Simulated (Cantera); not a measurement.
A closed system holds: 1 mol SiCl4, 0.0064 mol Cl2, 90 mol N2, at 1130 Torr.

Cantera equilibrium calculation (NASA polynomials, part measured and part estimated; ideal gas, pure solids and liquids). Candidate condensed phases: Si, Si3N4; 13 gas species. The tables' values for SiCl3 are old estimates; treat these amounts as uncertain. Kinetics and transport are ignored.

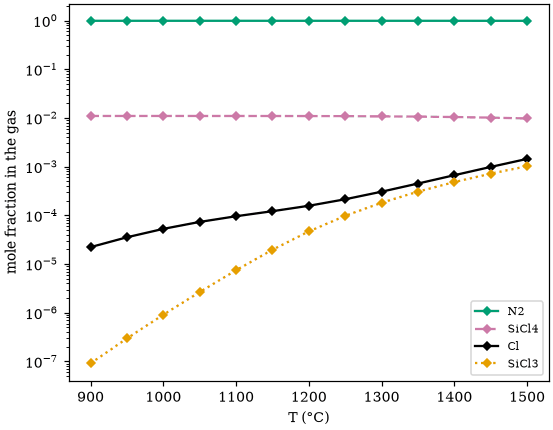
Fig. 1. Equilibrium gas composition (values under 1e-9 drawn at 1e-9)

From 900 °C to 1500 °C nothing is condensed. The main Si-bearing gas is SiCl4 throughout.
